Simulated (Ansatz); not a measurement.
TiO2 (anatase): energy against volume

TiO$_{2}$ (anatase)

```xyz
6
Lattice="-1.8992 1.8992 4.8519 1.8992 -1.8992 4.8519 1.8992 1.8992 -4.8519" Properties=species:S:1:pos:R:3 pbc="T T T"
Ti     0.0000     0.0000     4.8519
Ti     1.8992     0.0000     2.4260
O      0.0000     0.0000     2.8490
O      1.8992     0.0000     0.4231
O      1.8992     0.0000     4.4288
O      0.0000     0.0000     6.8548
```

Equation-of-state scan: isotropic scaling of the cell above, V₀ being its volume. The atoms relax within the cell's symmetry.

These are PBE (plane waves to 420 eV, PAW, scalar-relativistic; Ansatz, an electronic-structure program) values and carry that method's errors. k mesh 12×12×12 (Γ-centred), Fermi-Dirac smearing 0.05 eV. E stands for the smeared free energy. With the shape held, the modulus is that of even scaling; a crystal free to change shape is softer. The PAW data are Ansatz's earlier set. TiO2 is run without spin polarisation. TiO2 was relaxed with its symmetry unable to fall. ΔE is measured from the relaxed starting cell.

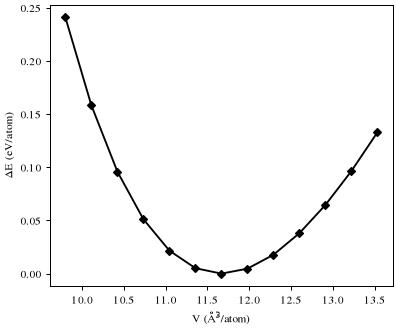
Figure: ΔE (eV/atom) against V (Å³/atom); one marker a computed point.

The pressure derivative B₀′ (fit) is 4.5 and the pressure for 5 % compression (fit) comes out as 10.8 GPa. The energy cost of the largest compression is 241.0 meV/atom, the pressure at the smallest volume is 48.3 GPa and the energy cost of the largest expansion comes out as 133.0 meV/atom.

P = (3B₀/2)(x⁷ − x⁵)[1 + ¾(B₀′ − 4)(x² − 1)] with x = (1/0.95)^(1/3), B₀ = 188 GPa and B₀′ = 4.50.

(A scan under strain: stresses follow from slopes of the energy per volume, elastic moduli from its curvatures.)
